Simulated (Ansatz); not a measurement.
The figure comes from a scan of CsPbCl₃ (cubic perovskite): volume and axial ratio are varied about the relaxed values (subscript 0). Computed with PBEsol (plane waves to 420 eV, PAW, scalar-relativistic; Ansatz, a quantum-chemistry and plane-wave program). k mesh 6×6×6 (Γ-centred), Fermi-Dirac smearing 0.05 eV. The energy includes the smearing's −TS. CsPbCl3 was relaxed with its symmetry unable to fall. Spin-orbit coupling is left out, though Pb is heavy. This is a high-temperature form of CsPbCl3. The zero of ΔE is the relaxed starting cell.

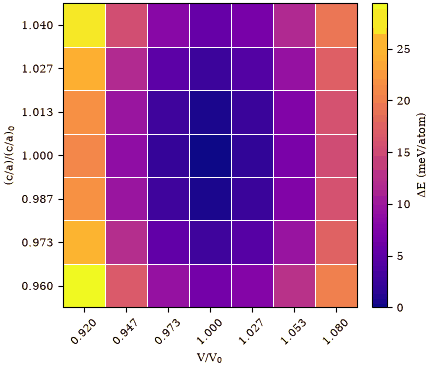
ΔE (meV/atom), one tile a computed point.

List the plotted points as numbers.

To the nearest 5:

ΔE (meV/atom), with V/V₀ across and (c/a)/(c/a)₀ down:

```csv
(c/a)/(c/a)₀ \ V/V₀,0.920,0.947,0.973,1.000,1.027,1.053,1.080
0.960,30,15,10,5,10,15,20
0.973,25,10,5,5,5,10,15
0.987,20,10,5,0,0,10,15
1.000,20,10,0,0,0,5,15
1.013,20,10,5,0,0,10,15
1.027,25,10,5,5,5,10,15
1.040,30,15,10,5,5,10,20
```

(A scan under strain: stresses follow from slopes of the energy per volume, elastic moduli from its curvatures.)
